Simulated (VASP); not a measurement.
# Titanium under strain

How does the pressure of Titanium answer to a change of volume? The bands are shown for each cell. All runs use PBEsol. Left out of this account: 1 further run (self-consistent run: a reference on another mesh). This is not the structure that Ti takes at ambient conditions. The start is a cell from a database of measured crystal structures.

Program: VASP 6.6.1. Level of theory: PBEsol; plane waves and PAW (Ti_sv). Results are calculated unless marked as measured.

## 1. Set-up

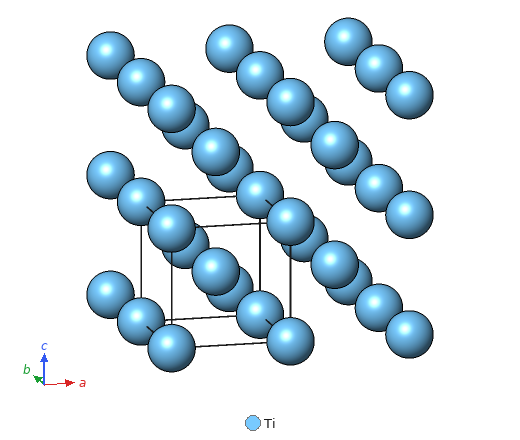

The starting structure, seen slightly off an axis (titanium blue). 2×2×2 cells are drawn. This picture shows the conventional cell, with its axes. Some periodic images of atoms are drawn too.

Coordinates:

```
Ti
1.0
    -1.64100    1.64100    1.64100
     1.64100   -1.64100    1.64100
     1.64100    1.64100   -1.64100
Ti
1
Cartesian
  0.0000 0.0000 0.0000
```

## 2. Bands, cell as listed

The mesh alone shows little of the dispersion and can miss band extrema, so KPOINTS_OPT adds a path through the symmetry points after the self-consistent cycle. PBEsol restores the gradient expansion of exchange and is tuned for the cells of solids.

INCAR reads:

```
SYSTEM = Ti
PREC = Accurate
ENCUT = 400
EDIFF = 1E-06
NELM = 100
ISMEAR = -1
SIGMA = 0.05
LREAL = .FALSE.
ALGO = Normal
GGA = PS
NBANDS = 17
LASPH = .TRUE.
LORBIT = 11
LWAVE = .FALSE.
LCHARG = .FALSE.
KPAR = 2
```

POSCAR reads:

```
Ti
1.0
   -1.6410000000      1.6410000000      1.6410000000
    1.6410000000     -1.6410000000      1.6410000000
    1.6410000000      1.6410000000     -1.6410000000
Ti
1
Direct
    0.0000000000      0.0000000000      0.0000000000
```

KPOINTS reads:

```
Automatic mesh
0
Gamma
16 16 16
0 0 0
```

KPOINTS_OPT reads:

```
Line mode
16
Line-mode
Reciprocal
  0.00000000   0.00000000   0.00000000 GAMMA
  0.50000000  -0.50000000   0.50000000 H

  0.50000000  -0.50000000   0.50000000 H
  0.00000000   0.00000000   0.50000000 N

  0.00000000   0.00000000   0.50000000 N
  0.00000000   0.00000000   0.00000000 GAMMA

  0.00000000   0.00000000   0.00000000 GAMMA
  0.25000000   0.25000000   0.25000000 P

  0.25000000   0.25000000   0.25000000 P
  0.50000000  -0.50000000   0.50000000 H

  0.25000000   0.25000000   0.25000000 P
  0.00000000   0.00000000   0.50000000 N
```

Potentials, in the order of the species: Ti_sv (PBE family, release 64).

Command:

```sh
$ mpirun -np 2 vasp_std
```

Log:

```text
[banner, memory and clock lines left out]
running    2 mpi-ranks, on    1 nodes
 distrk:  each k-point on    1 cores,    2 groups
 distr:  one band on    1 cores,    1 groups

 POSCAR found type information on POSCAR Ti
 POSCAR found :  1 types and       1 ions
|                                                                             |
|               ----> ADVICE to this user running VASP <----                  |
|                                                                             |
|     You enforced a specific xc type in the INCAR file but a different       |
|     [... a line on the potential file left out ...]
|     I HOPE YOU KNOW WHAT YOU ARE DOING!                                     |
|                                                                             |

 LDA part: xc-table for (Slater+PW92), standard interpolation
 POSCAR, INCAR and KPOINTS ok, starting setup
 FFT: planning ... GRIDC
 FFT: planning ... GRID_SOFT
 FFT: planning ... GRID
 WAVECAR not read
 entering main loop
       N       E                     dE             d eps       ncg     rms          rms(c)
DAV:   1     0.792735711964E+02    0.79274E+02   -0.48992E+03  5074   0.718E+02
DAV:   2    -0.592484512857E+01   -0.85198E+02   -0.81425E+02  5321   0.210E+02
DAV:   3    -0.937790535605E+01   -0.34531E+01   -0.34309E+01  5618   0.456E+01
DAV:   4    -0.943300109300E+01   -0.55096E-01   -0.55062E-01  5596   0.532E+00
DAV:   5    -0.943386407948E+01   -0.86299E-03   -0.86293E-03  5617   0.581E-01    0.854E+00
DAV:   6    -0.821083015877E+01    0.12230E+01   -0.15378E+00  5182   0.168E+01    0.191E+00
DAV:   7    -0.820667811044E+01    0.41520E-02   -0.91646E-02  6117   0.202E+00    0.130E+00
DAV:   8    -0.821423463565E+01   -0.75565E-02   -0.48911E-02  5032   0.221E+00    0.315E-01
DAV:   9    -0.821282783367E+01    0.14068E-02   -0.37459E-03  5715   0.714E-01    0.915E-02
DAV:  10    -0.821296225735E+01   -0.13442E-03   -0.24817E-04  5388   0.109E-01    0.153E-02
DAV:  11    -0.821296278013E+01   -0.52278E-06   -0.11481E-05  5858   0.195E-02    0.743E-03
DAV:  12    -0.821296296662E+01   -0.18649E-06   -0.16205E-06  6465   0.108E-02
   1 F= -.82129630E+01 E0= -.82035805E+01  d E =-.187650E-01
 Start KPOINTS_OPT (optional k-point list driver)
k-point batch [1-96\96]
       N       E                     dE             ncg
DAV:   1    -0.112777795635E+05   -0.50329E+05     3328
DAV:   2    -0.196563990845E+05   -0.83786E+04     3623
DAV:   3    -0.199892355274E+05   -0.33284E+03     3814
DAV:   4    -0.199938194806E+05   -0.45840E+01     3741
DAV:   5    -0.199938928912E+05   -0.73411E-01     3790
DAV:   6    -0.199938945155E+05   -0.16243E-02     3950
DAV:   7    -0.199938945632E+05   -0.47692E-04     3516
DAV:   8    -0.199938945648E+05   -0.16117E-05     2801
DAV:   9    -0.199938945649E+05   -0.92914E-07     2053
```

It took 19 s on 2 MPI ranks of AMD EPYC 7R43, shared host; peak memory 0.25 GiB.

The logs omit lines about the potential files and the build; timing stands in the text.

From OUTCAR (step 2):

```text
ion  position               nearest neighbor table
   1  0.000  0.000  0.000-

  LATTYP: Found a body centered cubic cell.
 ALAT       =     3.2820000000

 Subroutine GETGRP returns: Found 48 space group operations
 (whereof 48 operations were pure point group operations)

The static configuration has the point symmetry O_h .

 Found    145 irreducible k-points:

   k-points           NKPTS =    145   k-points in BZ     NKDIM =    145   number of bands    NBANDS=     17

   dimension x,y,z NGX =    20 NGY =   20 NGZ =   20
   dimension x,y,z NGXF=    40 NGYF=   40 NGZF=   40

   ENCUT  =  400.0 eV  29.40 Ry    5.42 a.u.   4.64  4.64  4.64*2*pi/ulx,y,z

   NELECT =      12.0000    total number of electrons

 k-points in reciprocal lattice and weights: Automatic mesh
   0.00000000  0.00000000  0.00000000       0.000
   0.06250000  0.00000000  0.00000000       0.003
   0.12500000  0.00000000  0.00000000       0.003
   0.18750000  0.00000000  0.00000000       0.003
   0.25000000  0.00000000  0.00000000       0.003
   0.31250000  0.00000000  0.00000000       0.003
   0.37500000  0.00000000  0.00000000       0.003
   0.43750000  0.00000000  0.00000000       0.003
   0.50000000  0.00000000  0.00000000       0.001
[...]
0.50000000  0.50000000  0.43750000       0.003
   0.50000000  0.50000000  0.50000000       0.000

 average (electrostatic) potential at core
       1 -72.4426

 E-fermi :   7.7827

 k-point     1 :       0.0000    0.0000    0.0000
  band No.  band energies     occupation
      1     -48.5399      2.00000
      2     -24.5187      2.00000
      3     -24.5187      2.00000
      4     -24.5187      2.00000
      5       1.8918      2.00000
      6       8.7512      0.00000
      7       8.7512      0.00000
      8       8.7512      0.00000
      9      10.4861      0.00000
     10      10.4861      0.00000
    ...

 k-point     2 :       0.0625    0.0000    0.0000
  band No.  band energies     occupation
      1     -48.5351      2.00000
      2     -24.5442      2.00000
      3     -24.5266      2.00000
      4     -24.5188      2.00000
      5       2.0234      2.00000
      6       8.6914      0.00000
      7       8.7349      0.00000
      8       8.8467      0.00000
      9      10.4162      0.00000
     10      10.4896      0.00000
    ...

 k-point     3 :       0.1250    0.0000    0.0000
  band No.  band energies     occupation
      1     -48.5220      2.00000
      2     -24.6165      2.00000
      3     -24.5490      2.00000
      4     -24.5192      2.00000
      5       2.4053      2.00000
      6       8.5254      0.00000
      7       8.6588      0.00000
      8       9.1260      0.00000
      9      10.2681      0.00000
     10      10.5026      0.00000
    ...

  Total       -0.8373413     -0.8373413     -0.8373413     -0.0000000     -0.0000000     -0.0000000
  in kB      -75.8974843    -75.8974843    -75.8974843     -0.0000000     -0.0000000     -0.0000000
  external PRESSURE =     -75.8974843 kB  Pullay stress =       0.0000000 kB

  energy-cutoff  :      400.00
  volume of cell :       17.68
      direct lattice vectors                 reciprocal lattice vectors
    -1.641000000  1.641000000  1.641000000     0.000000000  0.304692261  0.304692261
     1.641000000 -1.641000000  1.641000000     0.304692261  0.000000000  0.304692261
     1.641000000  1.641000000 -1.641000000     0.304692261  0.304692261  0.000000000

 POSITION                                       TOTAL-FORCE (eV/Angst)
 -----------------------------------------------------------------------------------
      0.00000      0.00000      0.00000        -0.000000     -0.000000      0.000000
 -----------------------------------------------------------------------------------
    total drift:                                0.000000     -0.000000      0.000000

  FREE ENERGIE OF THE ION-ELECTRON SYSTEM (eV)
  ---------------------------------------------------
  free  energy   TOTEN  =        -8.2129629666 eV

  energy  without entropy=       -8.1941979494  energy(sigma->0) =       -8.20358046

 total charge
# of ion       s       p       d       tot
------------------------------------------
    1        2.239   6.108   1.900  10.246

[... 3 further parts left out ...]
```

The PAW data sets were made with PBE, which is usual practice but a small mismatch for other functionals. At this level the cell is under a tension of 7.6 GPa, so at these settings it is away from equilibrium.

This step gave:

| Quantity | Value |
| --- | --- |
| SCF cycles | 12 |
| electrons | 12 |
| bands | 17 |
| irreducible k-points | 145 |
| symmetry operations | 48 |
| free energy (TOTEN) | -8.213 eV |
| energy at zero smearing | -8.204 eV |
| Fermi energy | 7.783 eV |
| pressure | -7.590 GPa |
| metallic | yes |

The electronic bands at the labelled points (eV, zero at the Fermi level; # counts the bands kept, so #1 is VASP's band 5):

```tsv
point	#1	#2	#3	#4	#5	#6
Γ	-5.89	0.97	0.97	0.97	2.70	2.70
H	-2.04	-2.04	3.85	3.85	3.85	8.21
N	-2.41	-0.39	1.10	2.68	3.03	4.20
Γ	-5.89	0.97	0.97	0.97	2.70	2.70
P	-0.60	-0.60	-0.60	3.09	3.09	8.94
H	-2.04	-2.04	3.85	3.85	3.85	8.21
jump to P	-0.60	-0.60	-0.60	3.09	3.09	8.94
N	-2.41	-0.39	1.10	2.68	3.03	4.20
```

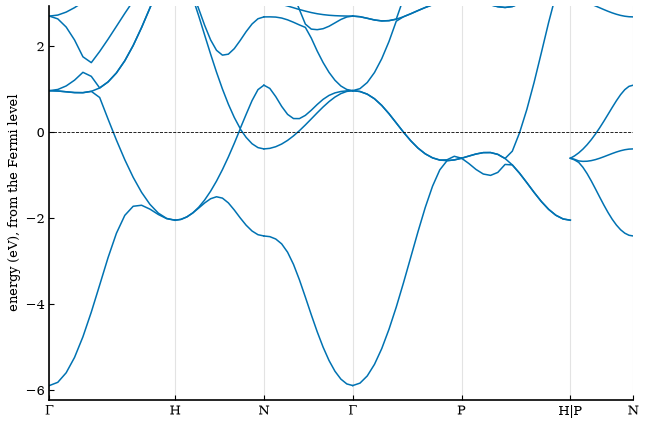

Electronic bands along the path.

There is no gap at this level.

## 3. Bands, volume times 1.04

The cell is expanded evenly, with fractional positions held.

INCAR is that of step 2.

POSCAR reads:

```
Ti
1.0
   -1.6625945817      1.6625945817      1.6625945817
    1.6625945817     -1.6625945817      1.6625945817
    1.6625945817      1.6625945817     -1.6625945817
Ti
1
Direct
    0.0000000000      0.0000000000      0.0000000000
```

KPOINTS is that of step 2.

KPOINTS_OPT is that of step 2.

Command:

```sh
$ mpirun -np 2 vasp_std
```

Log:

```text
[banner, memory and clock lines left out]
running    2 mpi-ranks, on    1 nodes
 distrk:  each k-point on    1 cores,    2 groups
 distr:  one band on    1 cores,    1 groups

 POSCAR found type information on POSCAR Ti
 POSCAR found :  1 types and       1 ions
 [... a notice as in an earlier step ...]

 LDA part: xc-table for (Slater+PW92), standard interpolation
 POSCAR, INCAR and KPOINTS ok, starting setup
 FFT: planning ... GRIDC
 FFT: planning ... GRID_SOFT
 FFT: planning ... GRID
 WAVECAR not read
 entering main loop
       N       E                     dE             d eps       ncg     rms          rms(c)
DAV:   1     0.810724279373E+02    0.81072E+02   -0.49753E+03  4986   0.707E+02
DAV:   2    -0.588846575830E+01   -0.86961E+02   -0.83163E+02  5308   0.211E+02
DAV:   3    -0.941696788513E+01   -0.35285E+01   -0.34995E+01  5682   0.454E+01
DAV:   4    -0.947592898545E+01   -0.58961E-01   -0.58915E-01  5692   0.554E+00
DAV:   5    -0.947686322591E+01   -0.93424E-03   -0.93418E-03  5594   0.615E-01    0.830E+00
DAV:   6    -0.817414638959E+01    0.13027E+01   -0.17666E+00  5112   0.172E+01    0.180E+00
DAV:   7    -0.817112130020E+01    0.30251E-02   -0.90618E-02  6015   0.184E+00    0.127E+00
DAV:   8    -0.817707554340E+01   -0.59542E-02   -0.45743E-02  5070   0.215E+00    0.297E-01
DAV:   9    -0.817576036621E+01    0.13152E-02   -0.33410E-03  5721   0.679E-01    0.873E-02
DAV:  10    -0.817588203512E+01   -0.12167E-03   -0.23511E-04  5399   0.111E-01    0.126E-02
DAV:  11    -0.817588245834E+01   -0.42322E-06   -0.10626E-05  5921   0.215E-02    0.738E-03
DAV:  12    -0.817588254599E+01   -0.87650E-07   -0.16688E-06  6498   0.113E-02
   1 F= -.81758825E+01 E0= -.81656596E+01  d E =-.204458E-01
 Start KPOINTS_OPT (optional k-point list driver)
k-point batch [1-96\96]
       N       E                     dE             ncg
DAV:   1    -0.120854907784E+05   -0.51596E+05     3312
DAV:   2    -0.205734808619E+05   -0.84880E+04     3522
DAV:   3    -0.209162109004E+05   -0.34273E+03     3886
DAV:   4    -0.209210366185E+05   -0.48257E+01     3753
DAV:   5    -0.209211147386E+05   -0.78120E-01     3877
DAV:   6    -0.209211164986E+05   -0.17600E-02     3806
DAV:   7    -0.209211165529E+05   -0.54281E-04     3737
DAV:   8    -0.209211165548E+05   -0.18880E-05     2730
DAV:   9    -0.209211165549E+05   -0.10008E-06     2113
```

The job ended after 17 s (2 MPI ranks; peak memory 0.25 GiB; 34 s of CPU time).

OUTCAR, selected parts (step 3):

```text
  LATTYP: Found a body centered cubic cell.
 ALAT       =     3.3251891634

The static configuration has the point symmetry O_h .

 Found    145 irreducible k-points:

   ENCUT  =  400.0 eV  29.40 Ry    5.42 a.u.   4.70  4.70  4.70*2*pi/ulx,y,z

   NELECT =      12.0000    total number of electrons

 E-fermi :   7.3889

 k-point     1 :       0.0000    0.0000    0.0000
  band No.  band energies     occupation
      1     -49.0132      2.00000
      2     -25.0330      2.00000
      3     -25.0330      2.00000
      4     -25.0330      2.00000
      5       1.5883      2.00000
      6       8.3216      0.00000
      7       8.3216      0.00000
      8       8.3216      0.00000
      9       9.9733      0.00000
     10       9.9733      0.00000
    ...

 k-point     2 :       0.0625    0.0000    0.0000
  band No.  band energies     occupation
      1     -49.0096      2.00000
      2     -25.0554      2.00000
      3     -25.0400      2.00000
      4     -25.0331      2.00000
      5       1.7137      2.00000
      6       8.2652      0.00000
      7       8.3061      0.00000
      8       8.4119      0.00000
      9       9.9079      0.00000
     10       9.9762      0.00000
    ...

  Total       -1.2334333     -1.2334333     -1.2334333      0.0000000      0.0000000      0.0000000
  in kB     -107.4996849   -107.4996849   -107.4996849      0.0000000      0.0000000      0.0000000
  external PRESSURE =    -107.4996849 kB  Pullay stress =       0.0000000 kB

  energy-cutoff  :      400.00
  volume of cell :       18.38
      direct lattice vectors                 reciprocal lattice vectors
    -1.662594582  1.662594582  1.662594582     0.000000000  0.300734771  0.300734771
     1.662594582 -1.662594582  1.662594582     0.300734771  0.000000000  0.300734771
     1.662594582  1.662594582 -1.662594582     0.300734771  0.300734771  0.000000000

 POSITION                                       TOTAL-FORCE (eV/Angst)
 -----------------------------------------------------------------------------------
      0.00000      0.00000      0.00000         0.000000      0.000000     -0.000000
 -----------------------------------------------------------------------------------
    total drift:                               -0.000000     -0.000000      0.000000

  FREE ENERGIE OF THE ION-ELECTRON SYSTEM (eV)
  ---------------------------------------------------
  free  energy   TOTEN  =        -8.1758825460 eV

  energy  without entropy=       -8.1554367282  energy(sigma->0) =       -8.16565964

 total charge
# of ion       s       p       d       tot
------------------------------------------
    1        2.231   6.102   1.871  10.203

[... 4 parts as in an earlier step ...]

[... 6 further parts left out ...]
```

Numbers from this step:

| Property | Result |
| --- | --- |
| free energy (TOTEN) | -8.176 eV |
| energy at zero smearing | -8.166 eV |
| Fermi energy | 7.389 eV |
| pressure | -10.75 GPa |

The electronic bands at the labelled points (eV, zero at the Fermi level; # counts the bands kept, so #1 is VASP's band 5):

```tsv
point	#1	#2	#3	#4	#5	#6
Γ	-5.80	0.93	0.93	0.93	2.58	2.58
H	-1.92	-1.92	3.66	3.66	3.66	7.91
N	-2.32	-0.35	0.99	2.56	2.89	3.99
Γ	-5.80	0.93	0.93	0.93	2.58	2.58
P	-0.59	-0.59	-0.59	2.94	2.94	8.59
H	-1.92	-1.92	3.66	3.66	3.66	7.91
jump to P	-0.59	-0.59	-0.59	2.94	2.94	8.59
N	-2.32	-0.35	0.99	2.56	2.89	3.99
```

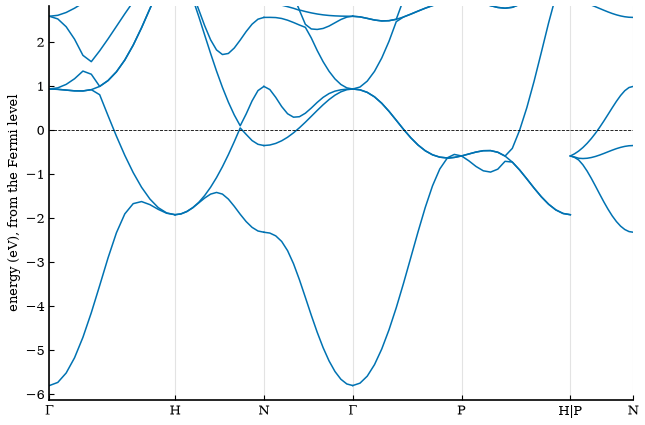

Electronic bands along the path.

 The pressure is -10.75 GPa.

For the pressure, step 2 gave -7.59 GPa; this run, with cell volume +4.0 %, gives -10.7 GPa.

(Continued in part 2 of 3.)

[Lines on the potential files, build, host, timing and source positions are cut from VASP's logs without a mark.]

[Logs are printed without paths, hosts, clocks, repeated set-up lines and the standing remarks that a program may print on its own settings, such as how far it seeks lower states.]

[Hosts, paths, dates, database ids (printed as entryN), source tags and the programs' standing remarks are cut or masked in the printed files.]

[A measured line is paired with the nearest computed mode of its activity, which favours agreement.]
